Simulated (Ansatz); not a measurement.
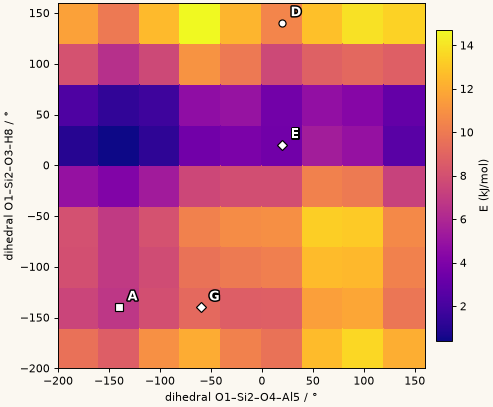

AlH₅O₃Si, SMILES O[SiH](O)[O][AlH2]. 
- First axis: dihedral O1–Si2–O4–Al5. Second axis: dihedral O1–Si2–O3–H8.
- Nothing is relaxed (all other coordinates rigid).
- The grid has 9 × 9 points.
- Energies are in kJ/mol, from the relaxed molecule at the same level.
- These are results of Ansatz 0.2.0, RKS PBE-D4/def2-TZVP, not measurements.

In the figure: one coloured cell a grid point, lettered points.

Question: What kind of point is each of A, D, E, G: minimum, saddle, maximum or slope?

Answer: A: minimum; D: saddle point; E: minimum; G: saddle point. (In these two coordinates alone; a stationary point may lie a little off the grid point.)

Question: Rank the lettered points by energy, lowest first.

Answer: E (3.5 kJ/mol), A (6.8 kJ/mol), G (9.2 kJ/mol), D (10.5 kJ/mol).
